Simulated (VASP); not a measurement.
Band structure of KBr (relaxed from the NiAs type structure, space group P6_3/mmc). All values below come from PBE GGA, VASP's PBE PAW potentials (set 64) (plane waves; VASP).

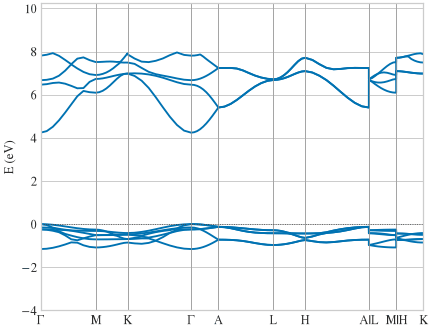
Figure: Bands along high-symmetry lines, zero at the valence-band maximum or, without a gap, the Fermi level

### Question
Read the plot: is there a gap, and where are the band edges?

### Answer
The gap is direct, 4.24 eV, from the valence maximum at Γ to the conduction minimum at Γ. (Edges off the drawn lines would not show.)

The structure was generated: KBr was put into the NiAs type type (P6_3/mmc), which need not be its known phase. It was relaxed first, which changed the volume by -8 %.
